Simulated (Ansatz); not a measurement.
# Calculations on BH$_{3}$OClF

## 1. Relaxation

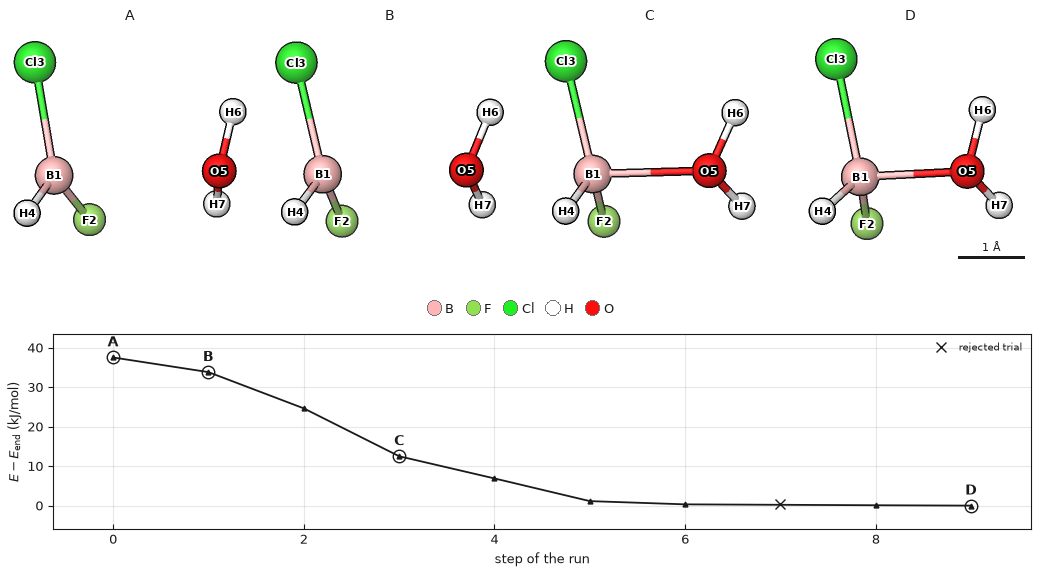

Frames of a relaxation of BH3OClF, marked on the history of the run. A ball-and-stick model, seen at a tilt.

The run prepares an end point of a later path (reaction) calculation, from a guessed geometry.

All numbers below come from Ansatz, RKS PBE0-D4/def2-SVP. (no spin polarisation; force threshold 0.03 eV/Å; at most 50 steps)

> Describe the path.

The atom that moves furthest after the best rigid fit is O5 (0.51 Å). By element the largest moves are O 0.51 Å, H 0.46 Å, B 0.41 Å, Cl 0.33 Å, F 0.10 Å. Among the contacts that change: B1–O5 2.601 → 1.691 Å, B1–Cl3 1.755 → 1.838 Å, B1–F2 1.324 → 1.360 Å, O5–H7 0.983 → 0.971 Å. New bonds form, among them: B1–O5 (2.60 → 1.69 Å). Among the angles between lasting bonds that change: Cl3–B1–H4 121.1° → 115.5°, F2–B1–Cl3 117.6° → 113.9°, H6–O5–H7 103.2° → 106.7°. The energy falls by 37.5 kJ/mol in 8 accepted moves (9 points after the start). Largest force component: 0.77 eV/Å at the start, 0.02 eV/Å at the end. The line search rejected the trial step at point 7 of the run. Cost: 35 s on 1 thread of Arm Neoverse V1 (shared host), peak memory 0.15 GiB. From step 0 to 1: O5 moves most (0.20 Å), energy −3.71 kJ/mol. From step 1 to 3: O5 moves most (0.28 Å), energy −21.3 kJ/mol. From step 3 to 9: H6 moves most (0.20 Å), energy −12.5 kJ/mol.

```csv
step,"E − E(0), kJ/mol","largest force component, eV/Å",note
0,0.00,0.7720,
1,-3.71,1.7850,
2,-12.89,2.1206,
3,-25.02,1.6249,
4,-30.64,0.9744,
5,-36.39,0.2562,
6,-37.21,0.1080,
7,-37.16,0.1996,rejected
8,-37.43,0.0342,
9,-37.53,0.0203,
```

## 2. Relaxation

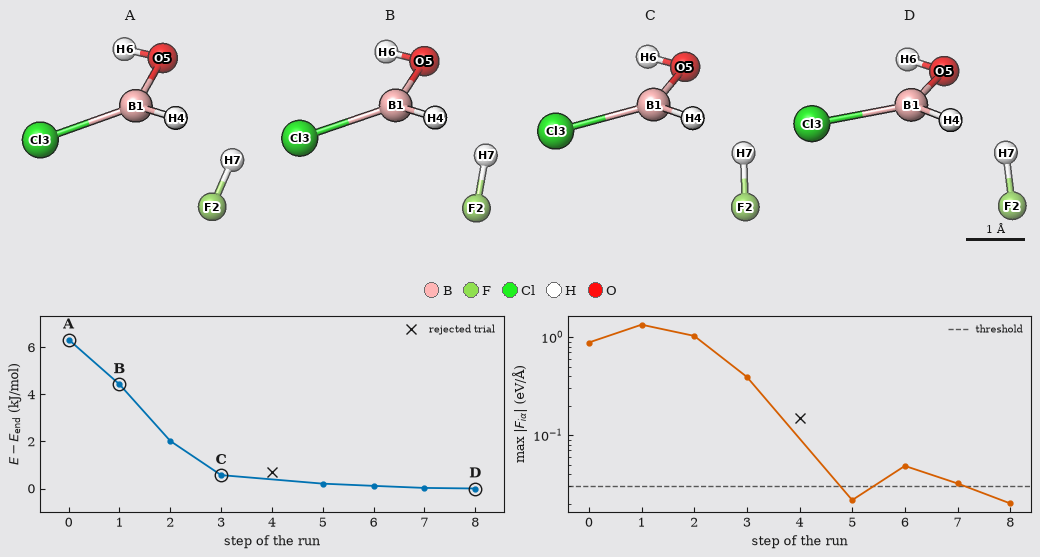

Frames of a relaxation of BH3OClF, marked on the history of the run. A ball-and-stick model, seen from a free direction.

The run prepares an end point of a later path (reaction) calculation, from a guessed geometry.

Method: Ansatz 0.2.0, RKS PBE0-D4/def2-SVP. (no spin polarisation; force threshold 0.03 eV/Å; at most 50 steps)

Q: Describe the path.

A: F2 moves most after the best rigid fit: 0.43 Å. Largest moves by element: F 0.43 Å, Cl 0.35 Å, O 0.23 Å, H 0.19 Å, B 0.10 Å. Near-neighbour distances that change, for instance: B1–O5 1.378 → 1.355 Å, F2–H7 0.925 → 0.930 Å, B1–Cl3 1.762 → 1.758 Å. Over 7 accepted moves (8 points after the start) the energy falls by 6.33 kJ/mol. The largest force component goes from 0.88 to 0.02 eV/Å. The line search rejected the trial step at point 4 of the run. The forces were under the threshold at step 5, but the run went on from there. From step 0 to 1: H7 moves most (0.14 Å), energy −1.90 kJ/mol. From step 1 to 3: F2 moves most (0.20 Å), energy −3.86 kJ/mol. From step 3 to 8: Cl3 moves most (0.16 Å), energy −0.57 kJ/mol.

```csv
step,"E − E(0), kJ/mol","largest force component, eV/Å",note
0,0.00,0.8810,
1,-1.90,1.3395,
2,-4.31,1.0291,
3,-5.76,0.3928,
4,-5.61,0.1510,rejected
5,-6.13,0.0217,
6,-6.22,0.0485,
7,-6.31,0.0321,
8,-6.33,0.0201,
```

Limits of the set-up: the start holds two separate molecules, 2.2 Å apart at their closest, whose relative position is a soft coordinate.

## 3. Path

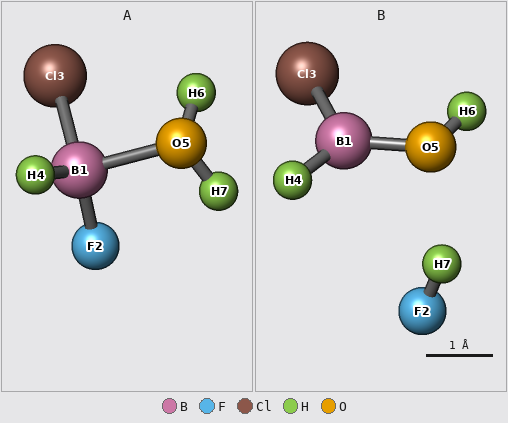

The two relaxed end points of a path for BH₃OClF. The picture is a ball-and-stick view, seen at a tilt.

Computed with Ansatz 0.2.0, RKS PBE0-D4/def2-SVP.

Settings: 5 movable images; climbing image; force threshold 0.05 eV/Å; iteration limit 60.

Start:
```xyz
7

B     0.0226    0.0537    0.1535
F    -0.1332   -0.6932    1.2795
Cl    1.6258   -0.2169   -0.7044
H    -0.9370    0.1802   -0.5668
O     0.2874    1.5869    0.8168
H     1.2311    1.7484    0.6392
H     0.2006    1.4671    1.7761
```

End:
```xyz
7

B     0.2607    0.5100   -0.3699
F    -0.3141   -0.2198    2.4046
Cl    1.6708   -0.1877   -1.1533
H    -0.8414    0.1210   -0.6339
O     0.4098    1.5188    0.5218
H     1.3322    1.7819    0.6456
H    -0.2209    0.6020    1.9790
```

What barrier does the band find between them, and by what path?

The highest point, image 3, lies 92.5 kJ/mol above the start and 50.9 kJ/mol above the end; the end is at +41.5 kJ/mol relative to the start. Breaking: B1–F2 (1.36 → 1.66 at the top → 2.93 Å), O5–H7 (0.97 → 1.30 at the top → 1.83 Å). Forming: F2–H7 (2.24 → 1.10 at the top → 0.93 Å). The band converged in 13 iterations, with a climbing image at the top. At the top, the vibrational analysis gives one imaginary mode (881i cm⁻¹), as a transition state must have.

Energies of the converged images:

| image | path (Å) | E (kJ/mol) |
| --- | --- | --- |
| 0 | 0.00 | 0.0 |
| 1 | 0.33 | 8.9 |
| 2 | 0.66 | 49.1 |
| 3 | 1.00 | 92.5 |
| 4 | 1.47 | 59.0 |
| 5 | 1.94 | 43.4 |
| 6 | 2.42 | 41.5 |

The geometry at the top of the path:

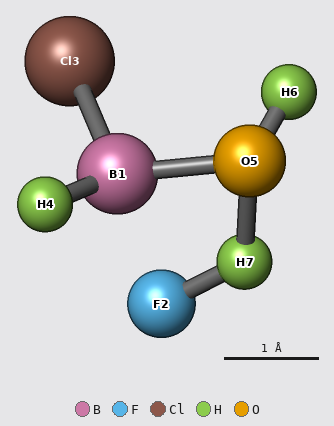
